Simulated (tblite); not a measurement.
**C2H9ClFSi3: geometry relaxation (part 3 of 3)**

C2H9ClFSi3, multiplicity 2; GFN2-xTB geometry optimisation, gas phase (tblite 0.8.0). It belongs to a series of runs on one base structure; here: H removed from sp3 C.

Geometry of the input (Å):
```
C  -2.7830  0.5989  0.0238
C  -2.1502  -0.7462  0.1412
F  -2.0213  -1.3394  -1.0884
Si -0.4543  -0.6006  0.8923
Si 1.0036  0.4014  -0.4484
Si 3.0160  0.1314  0.4915
Cl 0.5363  2.4459  -0.6679
H  -3.2030  0.9496  1.0067
H  -1.9818  1.3142  -0.2750
H  -2.7637  -1.3832  0.8462
H  -0.5657  0.1996  2.1116
H  0.1150  -1.9374  1.2098
H  0.9721  -0.1920  -1.7899
H  3.2404  -1.3110  0.6418
H  2.9834  0.7796  1.8108
H  4.0485  0.6981  -0.3827
```

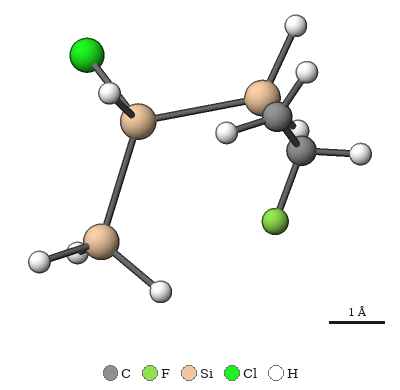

**Figure 1.** The geometry at step 175 of the log (ball-and-stick view, seen at a tilt).

## Trajectory as extended XYZ, continued
```
16
Properties=species:S:1:pos:R:3:forces:R:3 step=148 energy=-633.51893
C    -2.5412    0.1689   -0.6375   -0.0020   0.0180   0.0180
C    -1.9888   -0.8723    0.1769    0.0050  -0.0440   0.0240
F    -1.2813   -1.8129   -0.5688    0.0440  -0.0040  -0.0360
Si   -0.6327   -0.2560    1.5006   -0.0120   0.0350   0.0260
Si    0.9740    0.9743    0.3583   -0.0310  -0.0340   0.0130
Si    3.0286   -0.0548   -0.0334    0.0210  -0.0160   0.0100
Cl    1.2597    2.6901    1.4570    0.0340   0.0100  -0.0110
H    -3.3893    0.7229   -0.2933    0.0140   0.0230   0.0170
H    -2.0464    0.4653   -1.5401   -0.0120   0.0080  -0.0050
H    -2.7421   -1.4276    0.7402   -0.0250  -0.0350   0.0010
H    -1.4178    0.3698    2.5733   -0.0350   0.0170  -0.0500
H    -0.1089   -1.5091    2.0559    0.0080  -0.0300   0.0360
H     0.3878    1.4771   -0.8954    0.0040   0.0410  -0.0160
H     2.8123   -1.4930   -0.2064    0.0160   0.0180  -0.0020
H     3.9761    0.1244    1.0722   -0.0310  -0.0060  -0.0110
H     3.7023    0.4420   -1.2362    0.0010  -0.0020  -0.0130
16
Properties=species:S:1:pos:R:3:forces:R:3 step=155 energy=-633.52687
C    -2.5036    0.1101   -0.6581    0.0960  -0.0510  -0.0510
C    -1.9441   -0.9053    0.1893   -0.0230   0.0280  -0.0560
F    -1.1748   -1.8304   -0.5205   -0.0350   0.0550   0.0250
Si   -0.6592   -0.1838    1.5224   -0.0210  -0.0470  -0.0050
Si    0.9684    1.0337    0.3937    0.0330   0.0310  -0.0320
Si    2.9712   -0.0783   -0.0704   -0.0860  -0.0040  -0.0730
Cl    1.3988    2.6683    1.5699   -0.0010   0.0170   0.0200
H    -3.4029    0.6168   -0.3798    0.0010   0.0170   0.0450
H    -1.9738    0.4173   -1.5393   -0.0500  -0.0010   0.0370
H    -2.6994   -1.4755    0.7370    0.0490  -0.0340  -0.0350
H    -1.5263    0.4494    2.5246   -0.0010   0.0180  -0.0130
H    -0.1149   -1.4085    2.1295   -0.0050   0.0400   0.0610
H     0.3973    1.6620   -0.8163    0.0180  -0.0410   0.0590
H     2.6497   -1.4919   -0.2619    0.0390  -0.0360  -0.0290
H     3.9781    0.0081    0.9865   -0.0070   0.0210   0.0760
H     3.6280    0.4169   -1.2830   -0.0070  -0.0110  -0.0310
16
Properties=species:S:1:pos:R:3:forces:R:3 step=161 energy=-633.55127
C    -2.3857    0.0135   -0.7227    0.0230  -0.0700   0.1060
C    -1.8046   -0.9471    0.1699    0.1000   0.0140   0.0190
F    -0.8680   -1.7793   -0.4579   -0.1170   0.0920   0.0400
Si   -0.7305   -0.0792    1.6071   -0.0700   0.0590  -0.0640
Si    0.9443    1.0973    0.4928    0.0410   0.0720   0.1040
Si    2.8182   -0.1397   -0.1817   -0.0580  -0.0080   0.0510
Cl    1.6272    2.5820    1.7693   -0.0610  -0.0920  -0.0250
H    -3.3544    0.4217   -0.5123    0.0890  -0.0090  -0.0220
H    -1.7830    0.4297   -1.5031   -0.0590   0.0360  -0.0810
H    -2.5360   -1.5963    0.6541    0.0330  -0.0620  -0.0590
H    -1.7754    0.5561    2.4309    0.1040  -0.0260  -0.0240
H    -0.1857   -1.2118    2.3698   -0.0470   0.0150   0.0720
H     0.3335    1.9138   -0.5752    0.0360  -0.0640  -0.0060
H     2.4184   -1.5279   -0.4308    0.0510   0.0670   0.0350
H     3.8864   -0.1168    0.8340   -0.1200  -0.0290  -0.1080
H     3.3878    0.3928   -1.4207    0.0530   0.0020  -0.0380
16
Properties=species:S:1:pos:R:3:forces:R:3 step=168 energy=-633.57123
C    -2.3124   -0.0076   -0.7291    0.0370   0.0130  -0.0410
C    -1.7110   -0.9565    0.1669   -0.0120   0.0040  -0.0660
F    -0.7066   -1.7144   -0.4364    0.0130   0.0430  -0.0380
Si   -0.7795   -0.0313    1.6498    0.0340  -0.0630   0.0090
Si    0.9299    1.1146    0.5706    0.0010  -0.0140  -0.1180
Si    2.7243   -0.1514   -0.2423   -0.0360  -0.0600   0.0280
Cl    1.6992    2.5158    1.8643   -0.0240   0.0230   0.0630
H    -3.2987    0.3577   -0.5305    0.0070  -0.0090   0.0150
H    -1.7376    0.4404   -1.5177   -0.0350  -0.0700   0.0640
H    -2.4203   -1.6731    0.5852   -0.0100   0.0160   0.0260
H    -1.8821    0.5983    2.3897    0.0370   0.0130   0.0030
H    -0.2651   -1.1274    2.4901   -0.0560   0.0510   0.0430
H     0.3374    1.9610   -0.4882    0.0230  -0.0270   0.0470
H     2.3413   -1.5414   -0.4897   -0.0310   0.0570  -0.0080
H     3.8197   -0.1781    0.7329    0.0250   0.0220  -0.0230
H     3.2538    0.4024   -1.4921    0.0280  -0.0010  -0.0040
16
Properties=species:S:1:pos:R:3:forces:R:3 step=175 energy=-633.58206
C    -2.2895   -0.0395   -0.7301    0.0340  -0.0050  -0.0510
C    -1.6588   -0.9687    0.1652   -0.0100   0.0090  -0.0270
F    -0.6224   -1.6728   -0.4456    0.0070  -0.0130   0.0020
Si   -0.7959    0.0053    1.6563    0.0420   0.0160   0.0060
Si    0.9500    1.1355    0.6092   -0.0030   0.0020  -0.0160
Si    2.6796   -0.1687   -0.2764    0.0160   0.0670  -0.0110
Cl    1.7432    2.4700    1.9667   -0.0310  -0.0400   0.0130
H    -3.2871    0.2965   -0.5439   -0.0170   0.0020   0.0280
H    -1.7310    0.3821   -1.5414   -0.0170   0.0120   0.0050
H    -2.3389   -1.7150    0.5788   -0.0060  -0.0110   0.0230
H    -1.9330    0.6477    2.3280   -0.0010   0.0530  -0.0170
H    -0.3412   -1.0306    2.5961    0.0110  -0.0250   0.0270
H     0.3923    2.0436   -0.4112   -0.0260  -0.0040   0.0030
H     2.2080   -1.5215   -0.5441    0.0040  -0.0380  -0.0010
H     3.8156   -0.2407    0.6474    0.0100  -0.0220   0.0070
H     3.2015    0.3857   -1.5317   -0.0110  -0.0010   0.0100
16
Properties=species:S:1:pos:R:3:forces:R:3 step=182 energy=-633.58738
C    -2.3035   -0.0531   -0.7347   -0.0050  -0.0050  -0.0030
C    -1.6601   -0.9798    0.1529    0.0080   0.0040   0.0260
F    -0.6286   -1.6818   -0.4667   -0.0010   0.0050   0.0280
Si   -0.8034    0.0057    1.6453   -0.0070   0.0060   0.0010
Si    0.9681    1.1142    0.6289   -0.0020   0.0360  -0.0290
Si    2.7042   -0.1578   -0.2847   -0.0050  -0.0150  -0.0070
Cl    1.7246    2.4135    2.0423   -0.0100  -0.0400  -0.0190
H    -3.2882    0.2991   -0.5105   -0.0040   0.0040  -0.0040
H    -1.7585    0.3719   -1.5518   -0.0020   0.0250  -0.0280
H    -2.3344   -1.7254    0.5779    0.0010  -0.0180   0.0030
H    -1.9313    0.7244    2.2564    0.0090  -0.0030  -0.0120
H    -0.4091   -1.0077    2.6363    0.0020  -0.0140   0.0090
H     0.4132    2.0405   -0.3798    0.0050  -0.0070   0.0200
H     2.2523   -1.5198   -0.5514   -0.0140  -0.0100  -0.0020
H     3.8595   -0.2419    0.6126    0.0200   0.0150   0.0170
H     3.1876    0.4067   -1.5494    0.0060   0.0150   0.0010
16
Properties=species:S:1:pos:R:3:forces:R:3 step=188 energy=-633.58851
C    -2.3087   -0.0617   -0.7390   -0.0070   0.0040   0.0130
C    -1.6586   -0.9803    0.1540   -0.0040   0.0170  -0.0070
F    -0.6155   -1.6718   -0.4579    0.0090  -0.0080  -0.0040
Si   -0.8094    0.0119    1.6456   -0.0170  -0.0050   0.0020
Si    0.9705    1.1052    0.6267   -0.0070   0.0140   0.0050
Si    2.7061   -0.1630   -0.2923    0.0050   0.0060   0.0020
Cl    1.7400    2.3750    2.0584    0.0010  -0.0130  -0.0040
H    -3.2938    0.2880   -0.5093    0.0090  -0.0090  -0.0080
H    -1.7662    0.3815   -1.5494    0.0010  -0.0090   0.0040
H    -2.3262   -1.7355    0.5737   -0.0030   0.0060   0.0090
H    -1.9372    0.7442    2.2391    0.0040   0.0010   0.0000
H    -0.4314   -0.9960    2.6494    0.0020  -0.0030  -0.0020
H     0.4176    2.0511   -0.3629    0.0040  -0.0010   0.0000
H     2.2585   -1.5259   -0.5629    0.0020  -0.0020   0.0010
H     3.8660   -0.2320    0.6030   -0.0070  -0.0020   0.0000
H     3.1809    0.4180   -1.5526    0.0080   0.0020  -0.0110
16
Properties=species:S:1:pos:R:3:forces:R:3 step=195 energy=-633.58886
C    -2.3153   -0.0674   -0.7406    0.0060  -0.0030   0.0050
C    -1.6613   -0.9787    0.1564    0.0030  -0.0010   0.0020
F    -0.6174   -1.6735   -0.4525   -0.0040   0.0060   0.0020
Si   -0.8112    0.0190    1.6436    0.0010  -0.0010  -0.0060
Si    0.9742    1.1081    0.6274   -0.0030  -0.0020  -0.0020
Si    2.7064   -0.1610   -0.2985    0.0070   0.0010  -0.0030
Cl    1.7592    2.3529    2.0720   -0.0030  -0.0010  -0.0010
H    -3.3058    0.2707   -0.5179    0.0030   0.0000  -0.0060
H    -1.7742    0.3760   -1.5518   -0.0020  -0.0070   0.0040
H    -2.3266   -1.7319    0.5833   -0.0020   0.0050  -0.0020
H    -1.9362    0.7579    2.2339    0.0000   0.0000   0.0010
H    -0.4366   -0.9887    2.6490    0.0010   0.0020  -0.0010
H     0.4286    2.0665   -0.3542    0.0020   0.0010   0.0050
H     2.2547   -1.5224   -0.5701    0.0020  -0.0020  -0.0010
H     3.8624   -0.2340    0.6016   -0.0050  -0.0030  -0.0020
H     3.1916    0.4153   -1.5580   -0.0060   0.0030   0.0040
```

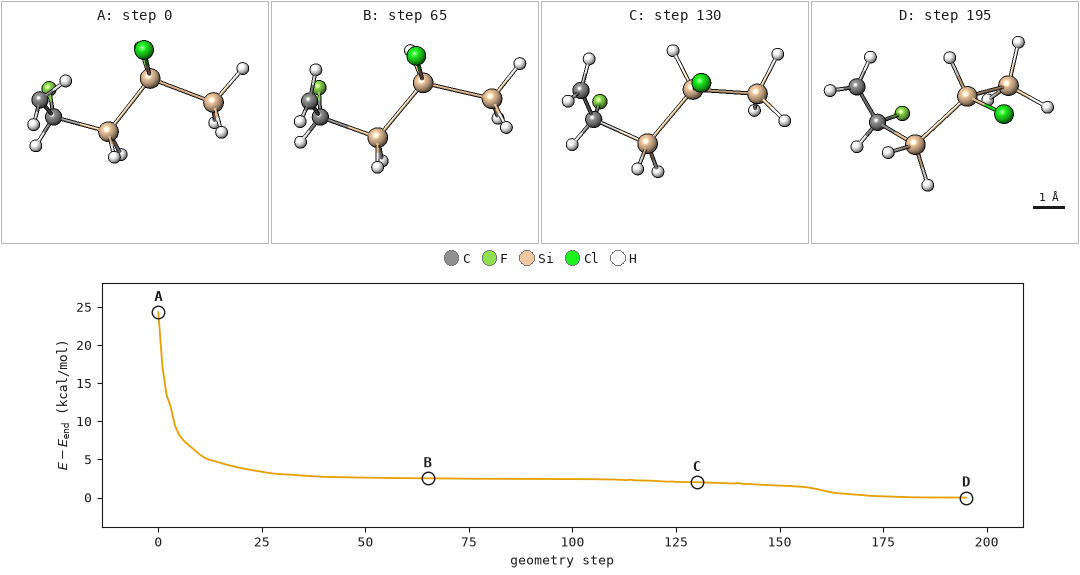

**Figure 2.** Frames of the relaxation (ball-and-stick view, seen at a tilt) above the curves, on which the letters mark them (steps are counted from 0).

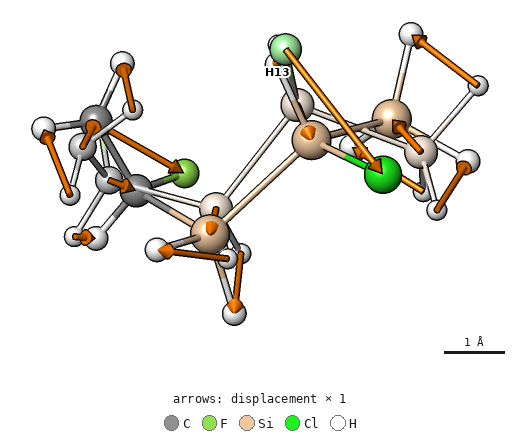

**Figure 3.** Start (faint) and end (solid) with the displacements as orange arrows, at true length (ball-and-stick view, seen at a tilt). The two geometries are laid on each other by the best rigid fit. Over 195 geometry steps the energy falls by 24.3 kcal/mol. Largest force component: 2.7 eV/Å at the start, 0.007 eV/Å at the end. The atom that moves furthest after the best rigid fit is Cl7 (2.75 Å). Largest moves by element: Cl 2.75 Å, H 2.52 Å, F 1.66 Å, Si 1.18 Å, C 1.14 Å. Among the contacts that change: C2–Si4 1.860 → 1.982 Å, Si4–Si5 2.220 → 2.325 Å, Si5–Si6 2.237 → 2.338 Å, C1–C2 1.491 → 1.436 Å. Among the angles that change: Si5–Si4–H11 107.9° → 121.9°, C2–C1–H9 107.2° → 120.4°, Si4–Si5–Si6 106.4° → 119.2°. (Atoms are counted from 1 in the order of the input.)

## Results in brief

```csv
quantity,value
outcome,converged
total energy,−633.5889 eV
hardware,"1 CPU thread, shared host"
wall time,2 s
peak memory,0.18 GiB
```
